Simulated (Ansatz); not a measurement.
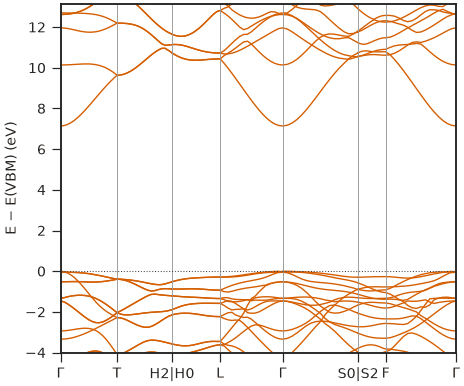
Figure: Band structure from r²SCAN in the plane-wave PAW code Ansatz

Read off the gap and where the band edges lie.

About 7.1 eV (7.14 eV by a search for the band edges); maximum at Γ, minimum at Γ.

The material is Al$_{2}$O$_{3}$ (corundum, R-3c).

The r²SCAN relaxation kept the symmetry of its start.

Potentials: the later of the program's two PAW sets.
